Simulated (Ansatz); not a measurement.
# Nudged elastic band of C2H3AlO (part 1 of 2)

- system: C2H3AlO
- method: RKS r2SCAN/def2-SVP (Ansatz 0.2.0)

The run did not end well. It belongs to a series of runs on one base structure; here: band between the two ends.

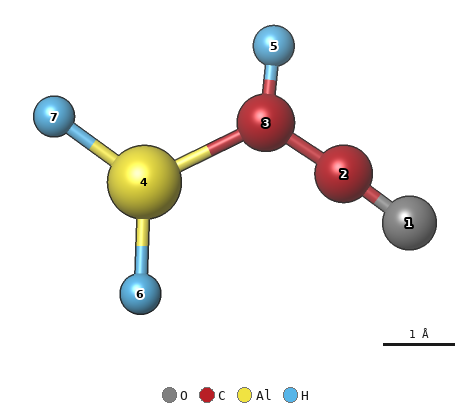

**Figure 1.** The structure as given in the input (ball-and-stick view, seen on its broad side; atoms are numbered from 1 in the order of the input). Sticks mark near contacts.

The input:
```yaml
crystal:
  periodic: [false, false, false]
  atoms:
    - { symbol: O, position_ang: [-0.442423, -2.015732, 1.631157] }
    - { symbol: C, position_ang: [0.083179, -1.305932, 0.872133] }
    - { symbol: C, position_ang: [0.613667, -0.456078, 0.012673] }
    - { symbol: Al, position_ang: [-0.373988, 1.083703, -0.571455] }
    - { symbol: H, position_ang: [1.628053, -0.668617, -0.345163] }
    - { symbol: H, position_ang: [-1.834151, 1.302694, 0.00538] }
    - { symbol: H, position_ang: [0.325662, 2.059961, -1.604724] }
basis:
  gaussian: { orbitals: def2-SVP }
hamiltonian:
  xc: r2scan
neb:
  order_check: false
  images: 5
  f_tol: 0.05
  max_iterations: 60
  final_atoms:
    - { symbol: O, position_ang: [-0.83470544, -0.99641464, 1.25937884] }
    - { symbol: C, position_ang: [0.12468224, -0.90380511, 0.59498706] }
    - { symbol: C, position_ang: [1.11104302, -0.72994957, -0.25637373] }
    - { symbol: Al, position_ang: [0.8799825, 0.14104614, -2.02152502] }
    - { symbol: H, position_ang: [2.12111583, -1.06882091, 0.00379018] }
    - { symbol: H, position_ang: [-1.67151502, 2.07313492, -0.02803798] }
    - { symbol: H, position_ang: [-1.73060412, 1.48480817, 0.44778164] }
  initial_path:
    images:
      - { positions_ang: [[-0.442423, -2.015732, 1.631157], [0.083179, -1.305932, 0.872133], [0.613667, -0.456078, 0.012673], [-0.373988, 1.083703, -0.571455], [1.628053, -0.668617, -0.345163], [-1.834151, 1.302694, 0.00538], [0.325662, 2.059961, -1.604724]] }
      - { positions_ang: [[-0.38320586, -1.97095617, 1.5964664], [0.11021532, -1.25142331, 0.82792509], [0.59023476, -0.39091031, -0.03452545], [-0.45777876, 1.13238704, -0.59880584], [1.59250983, -0.55581915, -0.42644956], [-1.89994376, 1.36232605, -0.01608684], [0.44796747, 1.67439484, -1.34852279]] }
      - { positions_ang: [[-0.32398872, -1.92618034, 1.56177579], [0.13725163, -1.19691461, 0.78371718], [0.56680252, -0.32574261, -0.08172391], [-0.54156953, 1.18107109, -0.62615668], [1.55696667, -0.4430213, -0.50773611], [-1.96573652, 1.4219581, -0.03755368], [0.57027294, 1.28882867, -1.09232159]] }
      - { positions_ang: [[-0.26477158, -1.88140451, 1.52708519], [0.16428795, -1.14240592, 0.73950926], [0.54337028, -0.26057492, -0.12892236], [-0.62536029, 1.22975513, -0.65350753], [1.5214235, -0.33022344, -0.58902267], [-2.03152927, 1.48159014, -0.05902052], [0.69257842, 0.90326251, -0.83612038]] }
      - { positions_ang: [[-0.45474953, -1.58640788, 1.43784974], [0.15108604, -1.06287232, 0.6913352], [0.73259453, -0.41703314, -0.17140615], [-0.12357936, 0.86685214, -1.10951336], [1.72132094, -0.5764226, -0.39141839], [-1.91152452, 1.67877174, -0.04869301], [-0.1151491, 1.09711106, -0.40815304]] }
      - { positions_ang: [[-0.64472749, -1.29141126, 1.34861429], [0.13788414, -0.98333871, 0.64316113], [0.92181877, -0.57349136, -0.21388994], [0.37820157, 0.50394914, -1.56551919], [1.92121839, -0.82262175, -0.1938141], [-1.79151977, 1.87595333, -0.03836549], [-0.92287661, 1.29095962, 0.0198143]] }
      - { positions_ang: [[-0.83470544, -0.99641464, 1.25937884], [0.12468224, -0.90380511, 0.59498706], [1.11104302, -0.72994957, -0.25637373], [0.8799825, 0.14104614, -2.02152502], [2.12111583, -1.06882091, 0.00379018], [-1.67151502, 2.07313492, -0.02803798], [-1.73060412, 1.48480817, 0.44778164]] }
```

Command:
```bash
ansatz run input.yaml --threads 2 --pin off --max-ram 3072MiB --backend cpu --events-out ev --progress --plain --runs-dir out
```

Log:
```
Engine: ansatz 0.2.0, x86_64-unknown-linux-gnu
Functional definition: r2SCAN
  parameter k0 = 0.174
  parameter k1 = 0.065
  parameter a1 = 4.9479
  exchange = r2scan_x(k0 = k0, k1 = k1, a1 = a1)
  correlation = r2scan_c
826 factors; their error is unknown
mean field evaluation 1: about -10751.9915 eV, gradient 4.9e1 eV
mean field evaluation 2: about -10744.4549 eV, gradient 6.8e1 eV
mean field evaluation 4: about -10757.4528 eV, gradient 1.2e1 eV
mean field evaluation 8: about -10757.7921 eV, gradient 1.9e-1 eV
mean field evaluation 16: about -10757.7573 eV, gradient 2.9e-5 eV
mean field -10757.75728124 eV, -395.3402882157 hartree, gradient 2.9e-5 eV, S^2 0.000000; 0 other end points of the search recorded, 0 dependent functions left out
the calculation of the forces begins
reference -10757.75729122 eV, -395.3402885826 hartree; 18, 18 occupied and 57, 57 virtual orbitals, 826 factors
826 factors; their error is unknown
mean field evaluation 32: about -10756.4040 eV, gradient 1.3e-3 eV
mean field -10756.40403023 eV, -395.2905571585 hartree, gradient 2.2e-5 eV, S^2 0.000000; 0 other end points of the search recorded, 0 dependent functions left out
[... from here on the field's lines of each further geometry are left out, up to the last ...]
NEB iter   1: max|band force component| = 6.083e1 eV/Å  barrier→ = 26.3063 eV  barrier← = 24.9531 eV  Δτ_max = 0.2000 Å  (299 SCF iters)
NEB iter   2: max|band force component| = 4.224e1 eV/Å  barrier→ = 17.5137 eV  barrier← = 16.1605 eV  Δτ_max = 0.1935 Å  (191 SCF iters)
NEB iter   3: max|band force component| = 1.893e1 eV/Å  barrier→ = 10.0932 eV  barrier← = 8.7399 eV  Δτ_max = 0.2000 Å  (180 SCF iters)
NEB iter   4: max|band force component| = 8.990e0 eV/Å  barrier→ = 6.8904 eV  barrier← = 5.5372 eV  Δτ_max = 0.2000 Å  (183 SCF iters)
NEB iter   5: max|band force component| = 5.445e0 eV/Å  barrier→ = 4.9635 eV  barrier← = 3.6102 eV  Δτ_max = 0.2000 Å  (169 SCF iters)
NEB iter   6: max|band force component| = 3.743e0 eV/Å  barrier→ = 3.8641 eV  barrier← = 2.5109 eV  Δτ_max = 0.2000 Å  (167 SCF iters)
NEB iter   7: max|band force component| = 2.295e0 eV/Å  barrier→ = 3.9543 eV  barrier← = 2.6011 eV  Δτ_max = 0.2000 Å  (170 SCF iters)
NEB iter   8: max|band force component| = 3.227e0 eV/Å  barrier→ = 3.0670 eV  barrier← = 1.7138 eV  Δτ_max = 0.1013 Å  (164 SCF iters)
NEB iter   9: max|band force component| = 1.616e0 eV/Å  barrier→ = 2.4145 eV  barrier← = 1.0613 eV  Δτ_max = 0.0507 Å  (163 SCF iters)
NEB iter  10: max|band force component| = 1.455e0 eV/Å  barrier→ = 2.2774 eV  barrier← = 0.9241 eV  Δτ_max = 0.0252 Å  (154 SCF iters)
NEB iter  11: max|band force component| = 7.289e-1 eV/Å  barrier→ = 2.2187 eV  barrier← = 0.8654 eV  Δτ_max = 0.0499 Å  (155 SCF iters)
NEB iter  12: max|band force component| = 6.527e-1 eV/Å  barrier→ = 2.2587 eV  barrier← = 0.9055 eV  Δτ_max = 0.0985 Å  (155 SCF iters)
NEB iter  13: max|band force component| = 5.588e-1 eV/Å  barrier→ = 2.4051 eV  barrier← = 1.0518 eV  Δτ_max = 0.1951 Å  (153 SCF iters)
NEB iter  14: max|band force component| = 5.305e-1 eV/Å  barrier→ = 2.6512 eV  barrier← = 1.2979 eV  Δτ_max = 0.2000 Å  (159 SCF iters)
NEB iter  15: max|band force component| = 6.710e-1 eV/Å  barrier→ = 2.8835 eV  barrier← = 1.5303 eV  Δτ_max = 0.1002 Å  (164 SCF iters)
NEB iter  16: max|band force component| = 6.536e-1 eV/Å  barrier→ = 2.7442 eV  barrier← = 1.3910 eV  Δτ_max = 0.0502 Å  (161 SCF iters)
NEB iter  17: max|band force component| = 8.820e-1 eV/Å  barrier→ = 2.6212 eV  barrier← = 1.2680 eV  Δτ_max = 0.0500 Å  (154 SCF iters)
NEB iter  18: max|band force component| = 8.782e-1 eV/Å  barrier→ = 2.4895 eV  barrier← = 1.1362 eV  Δτ_max = 0.0502 Å  (154 SCF iters)
NEB iter  19: max|band force component| = 8.337e-1 eV/Å  barrier→ = 2.3785 eV  barrier← = 1.0253 eV  Δτ_max = 0.0251 Å  (154 SCF iters)
NEB iter  20: max|band force component| = 8.010e-1 eV/Å  barrier→ = 2.3164 eV  barrier← = 0.9631 eV  Δτ_max = 0.0250 Å  (156 SCF iters)
NEB iter  21: max|band force component| = 7.481e-1 eV/Å  barrier→ = 2.2646 eV  barrier← = 0.9114 eV  Δτ_max = 0.0252 Å  (153 SCF iters)
NEB iter  22: max|band force component| = 6.782e-1 eV/Å  barrier→ = 2.2204 eV  barrier← = 0.8672 eV  Δτ_max = 0.0501 Å  (153 SCF iters)
NEB iter  23: max|band force component| = 5.686e-1 eV/Å  barrier→ = 2.1697 eV  barrier← = 0.8164 eV  Δτ_max = 0.1004 Å  (154 SCF iters)
NEB iter  24: max|band force component| = 6.290e-1 eV/Å  barrier→ = 2.1282 eV  barrier← = 0.7749 eV  Δτ_max = 0.1007 Å  (153 SCF iters)
NEB iter  25: max|band force component| = 9.328e-1 eV/Å  barrier→ = 2.2332 eV  barrier← = 0.8799 eV  CI = image 4  Δτ_max = 0.0999 Å  (151 SCF iters)
NEB iter  26: max|band force component| = 7.755e-1 eV/Å  barrier→ = 2.2542 eV  barrier← = 0.9009 eV  CI = image 4  Δτ_max = 0.2000 Å  (150 SCF iters)
NEB iter  27: max|band force component| = 1.613e0 eV/Å  barrier→ = 2.3471 eV  barrier← = 0.9938 eV  CI = image 2  Δτ_max = 0.1008 Å  (166 SCF iters)
NEB iter  28: max|band force component| = 1.327e0 eV/Å  barrier→ = 2.2914 eV  barrier← = 0.9381 eV  CI = image 4  Δτ_max = 0.2000 Å  (153 SCF iters)
NEB iter  29: max|band force component| = 1.168e0 eV/Å  barrier→ = 2.2786 eV  barrier← = 0.9253 eV  CI = image 4  Δτ_max = 0.2000 Å  (157 SCF iters)
NEB iter  30: max|band force component| = 2.131e0 eV/Å  barrier→ = 2.2592 eV  barrier← = 0.9060 eV  CI = image 4  Δτ_max = 0.1018 Å  (161 SCF iters)
NEB iter  31: max|band force component| = 1.022e0 eV/Å  barrier→ = 2.2501 eV  barrier← = 0.8968 eV  CI = image 4  Δτ_max = 0.2000 Å  (155 SCF iters)
NEB iter  32: max|band force component| = 3.317e0 eV/Å  barrier→ = 2.2434 eV  barrier← = 0.8902 eV  CI = image 4  Δτ_max = 0.0996 Å  (158 SCF iters)
NEB iter  33: max|band force component| = 7.368e-1 eV/Å  barrier→ = 2.2371 eV  barrier← = 0.8838 eV  CI = image 4  Δτ_max = 0.0817 Å  (153 SCF iters)
NEB iter  34: max|band force component| = 6.634e-1 eV/Å  barrier→ = 2.2363 eV  barrier← = 0.8830 eV  CI = image 4  Δτ_max = 0.1153 Å  (152 SCF iters)
NEB iter  35: max|band force component| = 4.183e-1 eV/Å  barrier→ = 2.2351 eV  barrier← = 0.8819 eV  CI = image 4  Δτ_max = 0.1994 Å  (152 SCF iters)
NEB iter  36: max|band force component| = 6.557e-1 eV/Å  barrier→ = 2.2344 eV  barrier← = 0.8812 eV  CI = image 4  Δτ_max = 0.1002 Å  (159 SCF iters)
NEB iter  37: max|band force component| = 9.808e-1 eV/Å  barrier→ = 2.2340 eV  barrier← = 0.8808 eV  CI = image 4  Δτ_max = 0.0501 Å  (154 SCF iters)
NEB iter  38: max|band force component| = 4.634e-1 eV/Å  barrier→ = 2.2339 eV  barrier← = 0.8806 eV  CI = image 4  Δτ_max = 0.0499 Å  (155 SCF iters)
NEB iter  39: max|band force component| = 3.366e-1 eV/Å  barrier→ = 2.2338 eV  barrier← = 0.8805 eV  CI = image 4  Δτ_max = 0.1000 Å  (157 SCF iters)
NEB iter  40: max|band force component| = 4.006e-1 eV/Å  barrier→ = 2.2338 eV  barrier← = 0.8805 eV  CI = image 4  Δτ_max = 0.0499 Å  (145 SCF iters)
NEB iter  41: max|band force component| = 2.915e-1 eV/Å  barrier→ = 2.2338 eV  barrier← = 0.8805 eV  CI = image 4  Δτ_max = 0.0995 Å  (146 SCF iters)
NEB iter  42: max|band force component| = 3.221e-1 eV/Å  barrier→ = 2.2337 eV  barrier← = 0.8805 eV  CI = image 4  Δτ_max = 0.0499 Å  (142 SCF iters)
NEB iter  43: max|band force component| = 3.145e-1 eV/Å  barrier→ = 2.2337 eV  barrier← = 0.8805 eV  CI = image 4  Δτ_max = 0.0498 Å  (147 SCF iters)
NEB iter  44: max|band force component| = 2.874e-1 eV/Å  barrier→ = 2.2337 eV  barrier← = 0.8805 eV  CI = image 4  Δτ_max = 0.0992 Å  (141 SCF iters)
NEB iter  45: max|band force component| = 2.845e-1 eV/Å  barrier→ = 2.2337 eV  barrier← = 0.8805 eV  CI = image 4  Δτ_max = 0.1962 Å  (142 SCF iters)
NEB iter  46: max|band force component| = 3.124e-1 eV/Å  barrier→ = 2.2337 eV  barrier← = 0.8805 eV  CI = image 4  Δτ_max = 0.1065 Å  (147 SCF iters)
NEB iter  47: max|band force component| = 2.052e-1 eV/Å  barrier→ = 2.2337 eV  barrier← = 0.8805 eV  CI = image 4  Δτ_max = 0.1011 Å  (143 SCF iters)
NEB iter  48: max|band force component| = 3.355e-1 eV/Å  barrier→ = 2.2337 eV  barrier← = 0.8805 eV  CI = image 4  Δτ_max = 0.0502 Å  (143 SCF iters)
NEB iter  49: max|band force component| = 5.282e-1 eV/Å  barrier→ = 2.2337 eV  barrier← = 0.8805 eV  CI = image 4  Δτ_max = 0.0251 Å  (144 SCF iters)
NEB iter  50: max|band force component| = 2.173e-1 eV/Å  barrier→ = 2.2337 eV  barrier← = 0.8805 eV  CI = image 4  Δτ_max = 0.0505 Å  (144 SCF iters)
NEB iter  51: max|band force component| = 2.143e-1 eV/Å  barrier→ = 2.2337 eV  barrier← = 0.8805 eV  CI = image 4  Δτ_max = 0.0490 Å  (140 SCF iters)
NEB iter  52: max|band force component| = 1.426e-1 eV/Å  barrier→ = 2.2337 eV  barrier← = 0.8805 eV  CI = image 4  Δτ_max = 0.0504 Å  (141 SCF iters)
NEB iter  53: max|band force component| = 3.199e-1 eV/Å  barrier→ = 2.2337 eV  barrier← = 0.8805 eV  CI = image 4  Δτ_max = 0.0253 Å  (140 SCF iters)
NEB iter  54: max|band force component| = 2.320e-1 eV/Å  barrier→ = 2.2337 eV  barrier← = 0.8805 eV  CI = image 4  Δτ_max = 0.0253 Å  (141 SCF iters)
NEB iter  55: max|band force component| = 2.540e-1 eV/Å  barrier→ = 2.2337 eV  barrier← = 0.8805 eV  CI = image 4  Δτ_max = 0.0507 Å  (133 SCF iters)
NEB iter  56: max|band force component| = 2.332e-1 eV/Å  barrier→ = 2.2337 eV  barrier← = 0.8805 eV  CI = image 4  Δτ_max = 0.1014 Å  (130 SCF iters)
NEB iter  57: max|band force component| = 3.606e-1 eV/Å  barrier→ = 2.2337 eV  barrier← = 0.8805 eV  CI = image 4  Δτ_max = 0.1018 Å  (132 SCF iters)
NEB iter  58: max|band force component| = 6.848e-1 eV/Å  barrier→ = 2.2337 eV  barrier← = 0.8805 eV  CI = image 4  Δτ_max = 0.0508 Å  (139 SCF iters)
NEB iter  59: max|band force component| = 6.975e-1 eV/Å  barrier→ = 2.2337 eV  barrier← = 0.8805 eV  CI = image 4  Δτ_max = 0.0505 Å  (132 SCF iters)
the calculation of the forces begins
reference -10755.52354622 eV, -395.2581999680 hartree; 18, 18 occupied and 57, 57 virtual orbitals, 826 factors
these checks for a lower state are left out or cut short: starts, cluster_reference, orbital_swaps, neighbouring_geometries, increment
826 factors; their error is unknown
mean field -10756.39069963 eV, -395.2900672680 hartree, gradient 7.0e-6 eV, S^2 0.000000; 0 other end points of the search recorded, 0 dependent functions left out
the calculation of the forces begins
reference -10756.39071002 eV, -395.2900676498 hartree; 18, 18 occupied and 57, 57 virtual orbitals, 826 factors
NEB iter  60: max|band force component| = 7.249e-1 eV/Å  barrier→ = 2.2337 eV  barrier← = 0.8805 eV  CI = image 4  Δτ_max = 0.1014 Å  (133 SCF iters)
```
